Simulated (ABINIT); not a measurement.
# Converging GW for BN (Qingsongite) in ABINIT, part 2 of 2

Wanted: a converged G0W0 gap of BN (Qingsongite), or an estimate of the limit.

ABINIT 10.8.3; PBE and many-body steps on it, plane waves. Known limits of the many-body steps: not at the basis limit.

So far. Step 3 (Screening, 8×8×8 mesh, 63 bands, screening to 203.5 eV): Local fields lower ε∞ by 7 %. Step 4 (63 bands, 203.5 eV): The gap on the mesh goes from 4.53 eV to 5.96 eV, a correction of +1.42 eV.

## (6) 94 bands, 269.4 eV

This step: G0W0 on PBE, plane waves, norm-conserving pseudopotentials.

File run.abi:

```
acell 3*1.0 Angstrom
rprim 
  -0.000000000000 1.807500000000 1.807500000000
  1.807500000000 0.000000000000 1.807500000000
  1.807500000000 1.807500000000 -0.000000000000
ntypat 2
znucl 5 7
natom 2
typat 1 2
xred 
  0.000000000000 0.000000000000 0.000000000000
  0.250000000000 0.250000000000 0.250000000000
pp_dirpath "pseudos"
pseudos "B.upf, N.upf"
ecut 36
ngkpt 8 8 8
nshiftk 1
shiftk 0 0 0
kptopt 1
chksymbreak 0
istwfk *1
occopt 1
irdwfk 1
optdriver 4
nband 94
gwcalctyp 0
ecutsigx 36
symsigma 1
nkptgw 3
kptgw 
  0.0000000000 0.0000000000 0.0000000000
  0.5000000000 0.5000000000 0.0000000000
  0.5000000000 0.0000000000 0.0000000000
bdgw 
  2 7
  3 6
  3 7
ecuteps 9.9
irdscr 1
ppmodel 1
indata_prefix "in"
outdata_prefix "out"
tmpdata_prefix "tmp"
```

Command:

```bash
OMP_NUM_THREADS=1 mpirun -n 4 abinit run.abi > log
```

Log:

```text
.Version 10.8.3 of ABINIT. v10.8.2 released Aug 2026.

 Symmetries : space group F-4 3 m (#216); Bravais cF (face-center cubic)
[... echo of the input left out ...]
== DATASET  1 ==================================================================
-   mpi_nproc: 4, omp_nthreads: 1 (-1 if OMP is not activated)

--- !DatasetInfo
iteration_state: {dtset: 1, }
dimensions: {natom: 2, nkpt: 29, mband: 94, nsppol: 1, nspinor: 1, nspden: 1, mpw: 869, }
cutoff_energies: {ecut:  36.0, pawecutdg:  -1.0, }
electrons: {nelect:   8.00000000E+00, charge:   0.00000000E+00, occopt:   1.00000000E+00, tsmear:   1.00000000E-02, }

 SIGMA: Calculation of the GW corrections

 Based on a program developped by R.W. Godby, V. Olevano, G. Onida, and L. Reining.
 Incorporated in ABINIT by V. Olevano, G.-M. Rignanese, and M. Torrent.
.Using double precision arithmetic ; gwpc =  8

[... cell and pseudopotentials left out ...]
--------------------------------------------------------------------------------

 ==== K-mesh for the wavefunctions ====
 Number of points in the irreducible wedge :    29
[... list of points left out ...]
 Together with 24 symmetry operations and time-reversal symmetry
 yields   512 points in the full Brillouin Zone.

 ==== Q-mesh for screening function ====
 Number of points in the irreducible wedge :    29
[... list of points left out ...]
 Together with 24 symmetry operations and time-reversal symmetry
 yields   512 points in the full Brillouin Zone.

 vcoul_init : cutoff-mode = AUXILIARY_FUNCTION
 q-points for optical limit:   1
     1)      0.000010    0.000020    0.000030
 setmesh: FFT mesh size selected  =    25x   25x   25
          total number of points  =        15625

 Number of electrons calculated from density =    8.0000; Expected =    8.0000
[...]
number of plane-waves for wavefunctions           869
 number of bands                                    94
 number of q-points in IBZ                          29
 number of frequencies                               2
 number of real frequencies                          1
 number of imag frequencies                          1

 matrix elements of self-energy operator (all in [eV])

 Perturbative Calculation

--- !SelfEnergy_ee
iteration_state: {dtset: 1, }
kpoint     : [   0.000,    0.000,    0.000, ]
spin       : 1
KS_gap     :    8.878
QP_gap     :   10.951
Delta_QP_KS:    2.073
data: !SigmaeeData |
     Band     E0 <VxcDFT>   SigX SigC(E0)      Z dSigC/dE  Sig(E)    E-E0       E
        2   8.220 -18.520 -22.080   2.425   0.827  -0.209 -19.459  -0.939   7.281
        3   8.220 -18.520 -22.080   2.425   0.827  -0.209 -19.459  -0.939   7.281
        4   8.220 -18.520 -22.080   2.425   0.827  -0.209 -19.459  -0.939   7.281
[...]
--- !SelfEnergy_ee
iteration_state: {dtset: 1, }
kpoint     : [   0.500,    0.500,    0.000, ]
spin       : 1
KS_gap     :    9.442
QP_gap     :   11.411
Delta_QP_KS:    1.969
data: !SigmaeeData |
     Band     E0 <VxcDFT>   SigX SigC(E0)      Z dSigC/dE  Sig(E)    E-E0       E
[...]
--- !SelfEnergy_ee
iteration_state: {dtset: 1, }
kpoint     : [   0.500,    0.000,    0.000, ]
spin       : 1
KS_gap     :   12.154
QP_gap     :   14.071
Delta_QP_KS:    1.917
data: !SigmaeeData |
     Band     E0 <VxcDFT>   SigX SigC(E0)      Z dSigC/dE  Sig(E)    E-E0       E
[...]
6  18.999 -13.941  -6.909  -5.593   0.838  -0.193 -12.735   1.206  20.205
        7  18.999 -13.941  -6.909  -5.593   0.838  -0.193 -12.735   1.206  20.205

== END DATASET(S) ==============================================================
================================================================================

 -outvars: echo values of variables after computation  --------
           etotal      0.0000000000E+00
            nband          94
             nkpt          29
          spgroup         216
 [... the other variables as echoed above ...]

 Calculation completed.
```

Run time: 14 s. Hardware: 4 MPI ranks of Arm Neoverse V1, shared host; peak memory 0.81 GiB; 54 s of CPU time.

Numbers from this step:

```yaml
g0w0_gap_on_the_points_computed: 6.041 eV
starting_gap_on_the_mesh: 4.535 eV
k_of_the_valence_top: 0, 0, 0
k_of_the_conduction_bottom: 0.5, 0.5, 0
z_at_the_valence_top: 0.827
z_at_the_conduction_bottom: 0.854
least_direct_g0w0_gap_on_the_computed_points: 10.95 eV
```

Against G0W0 in ABINIT (8×8×8 mesh, 63 bands, screening to 203.5 eV, Godby-Needs plasmon pole), the gap moves by +0.083 eV.

## (7) Screening, 8×8×8 mesh, 143 bands, screening to 359.2 eV

This step: RPA screening on PBE, plane waves, norm-conserving pseudopotentials.

Changes to run.abi since step 6:

```diff
@@ -23,19 +23,8 @@
 irdwfk 1
-optdriver 4
-nband 94
-gwcalctyp 0
-ecutsigx 36
-symsigma 1
-nkptgw 3
-kptgw 
-  0.0000000000 0.0000000000 0.0000000000
-  0.5000000000 0.5000000000 0.0000000000
-  0.5000000000 0.0000000000 0.0000000000
-bdgw 
-  2 7
-  3 6
-  3 7
-ecuteps 9.9
-irdscr 1
-ppmodel 1
+optdriver 3
+nband 143
+ecuteps 13.2
+inclvkb 2
+awtr 1
+symchi 1
 indata_prefix "in"
```

Log:

```text
.Version 10.8.3 of ABINIT. v10.8.2 released Aug 2026.

 Symmetries : space group F-4 3 m (#216); Bravais cF (face-center cubic)
[... echo of the input left out ...]
== DATASET  1 ==================================================================
-   mpi_nproc: 4, omp_nthreads: 1 (-1 if OMP is not activated)

--- !DatasetInfo
iteration_state: {dtset: 1, }
dimensions: {natom: 2, nkpt: 29, mband: 143, nsppol: 1, nspinor: 1, nspden: 1, mpw: 869, }
cutoff_energies: {ecut:  36.0, pawecutdg:  -1.0, }
[...]
--------------------------------------------------------------------------------
[... chi0 elements left out ...]
 For q-point:  0.000010 0.000020 0.000030
  dielectric constant =   4.3097
  dielectric constant without local fields =   4.6612

  Average fulfillment of the sum rule on Im[epsilon] for q-point    1 :     96.72  [%]
[... wings left out ...]
  q-point number  2        q = ( 0.125000, 0.000000, 0.000000) [r.l.u.]
--------------------------------------------------------------------------------
[... chi0 elements left out ...]
  Average fulfillment of the sum rule on Im[epsilon] for q-point    2 :    100.39  [%]

 [... 27 further q-points ...]
```

The job ended after 4.6 min (4 MPI ranks; peak memory 1.5 GiB; 19 min of CPU time).

This step gave:

```
ε∞ with local fields, on this mesh, along the program's q direction : 4.310
the same without local fields                                       : 4.661
plasma frequency                                                    : 30.56 eV
plane waves in the screening matrix                                 : 169
```

## (8) 143 bands, 359.2 eV

This step: G0W0 on PBE, plane waves, norm-conserving pseudopotentials.

Changes to run.abi since step 7:

```diff
@@ -23,8 +23,19 @@
 irdwfk 1
-optdriver 3
+optdriver 4
 nband 143
+gwcalctyp 0
+ecutsigx 36
+symsigma 1
+nkptgw 3
+kptgw 
+  0.0000000000 0.0000000000 0.0000000000
+  0.5000000000 0.5000000000 0.0000000000
+  0.5000000000 0.0000000000 0.0000000000
+bdgw 
+  2 7
+  3 6
+  3 7
 ecuteps 13.2
-inclvkb 2
-awtr 1
-symchi 1
+irdscr 1
+ppmodel 1
 indata_prefix "in"
```

Log:

```text
.Version 10.8.3 of ABINIT. v10.8.2 released Aug 2026.

 Symmetries : space group F-4 3 m (#216); Bravais cF (face-center cubic)
[... echo of the input left out ...]
== DATASET  1 ==================================================================
-   mpi_nproc: 4, omp_nthreads: 1 (-1 if OMP is not activated)

--- !DatasetInfo
iteration_state: {dtset: 1, }
dimensions: {natom: 2, nkpt: 29, mband: 143, nsppol: 1, nspinor: 1, nspden: 1, mpw: 869, }
cutoff_energies: {ecut:  36.0, pawecutdg:  -1.0, }
[...]
Band     E0 <VxcDFT>   SigX SigC(E0)      Z dSigC/dE  Sig(E)    E-E0       E
[...]
6  18.999 -13.941  -6.909  -5.657   0.838  -0.194 -12.789   1.152  20.151
        7  18.999 -13.941  -6.909  -5.657   0.838  -0.194 -12.789   1.152  20.151

== END DATASET(S) ==============================================================
================================================================================

 -outvars: echo values of variables after computation  --------
           etotal      0.0000000000E+00
            nband         143
             nkpt          29
          spgroup         216
 [... the other variables as echoed above ...]

 Calculation completed.
```

Elapsed: 43 s, on 4 MPI ranks; peak memory 1.6 GiB.

Numbers from this step:

```yaml
g0w0_gap_on_the_points_computed: 6.098 eV
starting_gap_on_the_mesh: 4.535 eV
k_of_the_valence_top: 0, 0, 0
k_of_the_conduction_bottom: 0.5, 0.5, 0
least_direct_g0w0_gap_on_the_computed_points: 11.00 eV
```

Against G0W0 in ABINIT (8×8×8 mesh, 94 bands, screening to 269.4 eV, Godby-Needs plasmon pole), the gap moves by +0.057 eV.

## (9) Screening, 8×8×8 mesh, 210 bands, screening to 466.9 eV

This step: RPA screening on PBE, plane waves, norm-conserving pseudopotentials.

Changes to run.abi since step 8:

```diff
@@ -23,19 +23,8 @@
 irdwfk 1
-optdriver 4
-nband 143
-gwcalctyp 0
-ecutsigx 36
-symsigma 1
-nkptgw 3
-kptgw 
-  0.0000000000 0.0000000000 0.0000000000
-  0.5000000000 0.5000000000 0.0000000000
-  0.5000000000 0.0000000000 0.0000000000
-bdgw 
-  2 7
-  3 6
-  3 7
-ecuteps 13.2
-irdscr 1
-ppmodel 1
+optdriver 3
+nband 210
+ecuteps 17.16
+inclvkb 2
+awtr 1
+symchi 1
 indata_prefix "in"
```

Log:

```text
.Version 10.8.3 of ABINIT. v10.8.2 released Aug 2026.

 Symmetries : space group F-4 3 m (#216); Bravais cF (face-center cubic)
[... echo of the input left out ...]
== DATASET  1 ==================================================================
-   mpi_nproc: 4, omp_nthreads: 1 (-1 if OMP is not activated)

--- !DatasetInfo
iteration_state: {dtset: 1, }
dimensions: {natom: 2, nkpt: 29, mband: 210, nsppol: 1, nspinor: 1, nspden: 1, mpw: 869, }
cutoff_energies: {ecut:  36.0, pawecutdg:  -1.0, }
[...]
--------------------------------------------------------------------------------
[... chi0 elements left out ...]
 For q-point:  0.000010 0.000020 0.000030
  dielectric constant =   4.3077
  dielectric constant without local fields =   4.6612

  Average fulfillment of the sum rule on Im[epsilon] for q-point    1 :     98.83  [%]
[... wings left out ...]
  q-point number  2        q = ( 0.125000, 0.000000, 0.000000) [r.l.u.]
--------------------------------------------------------------------------------
[... chi0 elements left out ...]
  Average fulfillment of the sum rule on Im[epsilon] for q-point    2 :    101.07  [%]

 [... 27 further q-points ...]
```

It took 9.6 min on 4 MPI ranks; peak memory 2.1 GiB.

Numbers from this step:

- ε∞ with local fields, on this mesh, along the program's q direction: 4.308
- the same without local fields: 4.661
- plasma frequency: 30.56 eV
- plane waves in the screening matrix: 283

## (10) 210 bands, 466.9 eV

This step: G0W0 on PBE, plane waves, norm-conserving pseudopotentials.

Changes to run.abi since step 9:

```diff
@@ -23,8 +23,19 @@
 irdwfk 1
-optdriver 3
+optdriver 4
 nband 210
+gwcalctyp 0
+ecutsigx 36
+symsigma 1
+nkptgw 3
+kptgw 
+  0.0000000000 0.0000000000 0.0000000000
+  0.5000000000 0.5000000000 0.0000000000
+  0.5000000000 0.0000000000 0.0000000000
+bdgw 
+  2 7
+  3 6
+  3 7
 ecuteps 17.16
-inclvkb 2
-awtr 1
-symchi 1
+irdscr 1
+ppmodel 1
 indata_prefix "in"
```

Log:

```text
.Version 10.8.3 of ABINIT. v10.8.2 released Aug 2026.

 Symmetries : space group F-4 3 m (#216); Bravais cF (face-center cubic)
[... echo of the input left out ...]
== DATASET  1 ==================================================================
-   mpi_nproc: 4, omp_nthreads: 1 (-1 if OMP is not activated)

--- !DatasetInfo
iteration_state: {dtset: 1, }
dimensions: {natom: 2, nkpt: 29, mband: 210, nsppol: 1, nspinor: 1, nspden: 1, mpw: 869, }
cutoff_energies: {ecut:  36.0, pawecutdg:  -1.0, }
[...]
Band     E0 <VxcDFT>   SigX SigC(E0)      Z dSigC/dE  Sig(E)    E-E0       E
[...]
6  18.999 -13.941  -6.909  -5.694   0.837  -0.194 -12.820   1.121  20.120
        7  18.999 -13.941  -6.909  -5.694   0.837  -0.194 -12.820   1.121  20.120

== END DATASET(S) ==============================================================
================================================================================

 -outvars: echo values of variables after computation  --------
           etotal      0.0000000000E+00
            nband         210
             nkpt          29
          spgroup         216
 [... the other variables as echoed above ...]

 Calculation completed.
```

The job ended after 2.5 min (4 MPI ranks; peak memory 2.3 GiB; 10 min of CPU time).

This step gave:

| Quantity | Value |
| --- | --- |
| G0W0 gap on the points computed | 6.135 eV |
| starting gap on the mesh | 4.535 eV |
| k of the valence top | 0, 0, 0 |
| k of the conduction bottom | 0.5, 0.5, 0 |
| least direct G0W0 gap on the computed points | 11.04 eV |

Against G0W0 in ABINIT (8×8×8 mesh, 143 bands, screening to 359.2 eV, Godby-Needs plasmon pole), the gap moves by +0.037 eV.

## (11) Screening, 8×8×8 mesh, 303 bands, screening to 598.7 eV

This step: RPA screening on PBE, plane waves, norm-conserving pseudopotentials.

Changes to run.abi since step 10:

```diff
@@ -23,19 +23,8 @@
 irdwfk 1
-optdriver 4
-nband 210
-gwcalctyp 0
-ecutsigx 36
-symsigma 1
-nkptgw 3
-kptgw 
-  0.0000000000 0.0000000000 0.0000000000
-  0.5000000000 0.5000000000 0.0000000000
-  0.5000000000 0.0000000000 0.0000000000
-bdgw 
-  2 7
-  3 6
-  3 7
-ecuteps 17.16
-irdscr 1
-ppmodel 1
+optdriver 3
+nband 303
+ecuteps 22
+inclvkb 2
+awtr 1
+symchi 1
 indata_prefix "in"
```

Log:

```text
.Version 10.8.3 of ABINIT. v10.8.2 released Aug 2026.

 Symmetries : space group F-4 3 m (#216); Bravais cF (face-center cubic)
[... echo of the input left out ...]
== DATASET  1 ==================================================================
-   mpi_nproc: 4, omp_nthreads: 1 (-1 if OMP is not activated)

--- !DatasetInfo
iteration_state: {dtset: 1, }
dimensions: {natom: 2, nkpt: 29, mband: 303, nsppol: 1, nspinor: 1, nspden: 1, mpw: 869, }
cutoff_energies: {ecut:  36.0, pawecutdg:  -1.0, }
[...]
--------------------------------------------------------------------------------
[... chi0 elements left out ...]
 For q-point:  0.000010 0.000020 0.000030
  dielectric constant =   4.3072
  dielectric constant without local fields =   4.6612

  Average fulfillment of the sum rule on Im[epsilon] for q-point    1 :    100.07  [%]
[... wings left out ...]
  q-point number  2        q = ( 0.125000, 0.000000, 0.000000) [r.l.u.]
--------------------------------------------------------------------------------
[... chi0 elements left out ...]
  Average fulfillment of the sum rule on Im[epsilon] for q-point    2 :    101.57  [%]

 [... 27 further q-points ...]
```

The job ended after 20 min (4 MPI ranks; peak memory 3.1 GiB).

This step gave:

* ε∞ with local fields, on this mesh, along the program's q direction: 4.307
* the same without local fields: 4.661
* plasma frequency: 30.56 eV
* plane waves in the screening matrix: 411

## (12) 303 bands, 598.7 eV

This step: G0W0 on PBE, plane waves, norm-conserving pseudopotentials.

Changes to run.abi since step 11:

```diff
@@ -23,8 +23,19 @@
 irdwfk 1
-optdriver 3
+optdriver 4
 nband 303
+gwcalctyp 0
+ecutsigx 36
+symsigma 1
+nkptgw 3
+kptgw 
+  0.0000000000 0.0000000000 0.0000000000
+  0.5000000000 0.5000000000 0.0000000000
+  0.5000000000 0.0000000000 0.0000000000
+bdgw 
+  2 7
+  3 6
+  3 7
 ecuteps 22
-inclvkb 2
-awtr 1
-symchi 1
+irdscr 1
+ppmodel 1
 indata_prefix "in"
```

Log:

```text
.Version 10.8.3 of ABINIT. v10.8.2 released Aug 2026.

 Symmetries : space group F-4 3 m (#216); Bravais cF (face-center cubic)
[... echo of the input left out ...]
== DATASET  1 ==================================================================
-   mpi_nproc: 4, omp_nthreads: 1 (-1 if OMP is not activated)

--- !DatasetInfo
iteration_state: {dtset: 1, }
dimensions: {natom: 2, nkpt: 29, mband: 303, nsppol: 1, nspinor: 1, nspden: 1, mpw: 869, }
cutoff_energies: {ecut:  36.0, pawecutdg:  -1.0, }
[...]
Band     E0 <VxcDFT>   SigX SigC(E0)      Z dSigC/dE  Sig(E)    E-E0       E
[...]
6  18.999 -13.941  -6.909  -5.715   0.837  -0.194 -12.837   1.103  20.103
        7  18.999 -13.941  -6.909  -5.715   0.837  -0.194 -12.837   1.103  20.103

== END DATASET(S) ==============================================================
================================================================================

 -outvars: echo values of variables after computation  --------
           etotal      0.0000000000E+00
            nband         303
             nkpt          29
          spgroup         216
 [... the other variables as echoed above ...]

 Calculation completed.
```

Run time: 7.3 min. Hardware: 4 MPI ranks; peak memory 3.5 GiB; 29 min of CPU time.

Numbers from this step:

- G0W0 gap on the points computed: 6.157 eV
- starting gap on the mesh: 4.535 eV
- k of the valence top: 0, 0, 0
- k of the conduction bottom: 0.5, 0.5, 0
- least direct G0W0 gap on the computed points: 11.06 eV

Against G0W0 in ABINIT (8×8×8 mesh, 210 bands, screening to 466.9 eV, Godby-Needs plasmon pole), the gap moves by +0.022 eV.

## (13) The runs together

Times are wall times on 4 MPI ranks of Arm Neoverse V1, shared host, good to a factor of about two. A run's time includes the screening step that it read.

| run | mesh | bands | screening cutoff (eV) | DFT gap (eV) | gap on the mesh (eV) | direct (eV) | ε∞ used | time |
| --- | --- | --- | --- | --- | --- | --- | --- | --- |
| 63 bands, 203.5 eV | 8×8×8 | 63 | 203.5 | 4.535 | 5.958 | 10.876 | 4.32 | 43 s |
| 94 bands, 269.4 eV | 8×8×8 | 94 | 269.4 | 4.535 | 6.041 | 10.951 | 4.31 | 85 s |
| 143 bands, 359.2 eV | 8×8×8 | 143 | 359.2 | 4.535 | 6.098 | 11.003 | 4.31 | 5.3 min |
| 210 bands, 466.9 eV | 8×8×8 | 210 | 466.9 | 4.535 | 6.135 | 11.039 | 4.31 | 12 min |
| 303 bands, 598.7 eV | 8×8×8 | 303 | 598.7 | 4.535 | 6.157 | 11.060 | 4.31 | 27 min |

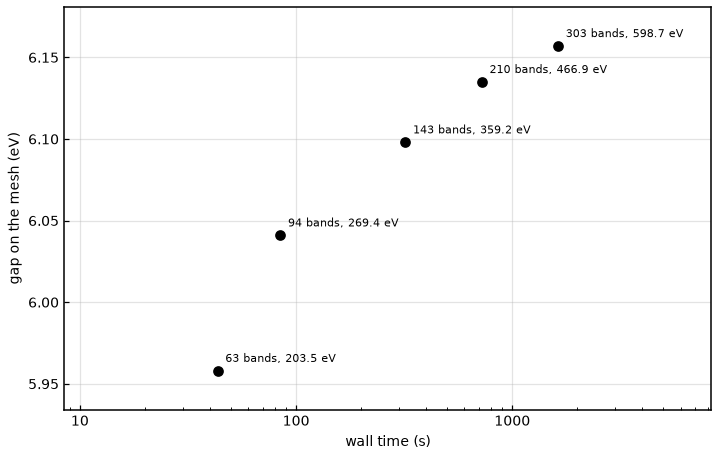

Result against wall time.

## (14) What came out

```yaml
63_bands_203p5_ev: 5.958 eV
94_bands_269p4_ev: 6.041 eV
143_bands_359p2_ev: 6.098 eV
210_bands_466p9_ev: 6.135 eV
303_bands_598p7_ev: 6.157 eV
known_limits: not at the basis limit
```

**Reading.** From the first rung to the last the gap moves by +0.20 eV for 38 times the time. In the G0W0 runs levels were corrected at 3 k points alone, so a gap called «on the mesh» is the least over those, and an edge elsewhere would be missed.

[Paths, hosts, dates, memory and timing lines, banners, echoed tables and standing remarks are left out of the program output.]

[Logs are printed without paths, hosts, clocks, repeated set-up lines and the standing remarks that a program may print on its own settings, such as how far it seeks lower states.]

[Runs of the session that timed out or met a known fault of the program may be left out.]

[Hosts, paths, dates, database ids (printed as entryN), source tags and the programs' standing remarks are cut or masked in the printed files.]

[G0W0 gaps are taken among the corrected bands and points alone; a level outside them can change the order at an edge.]

[Where Ansatz stands beside ABINIT at settings called matched, ABINIT's density can come from a denser mesh and the files from another edition; pairs whose starting gaps differed by over 0.03 eV were left out, so agreement reads better than it is.]
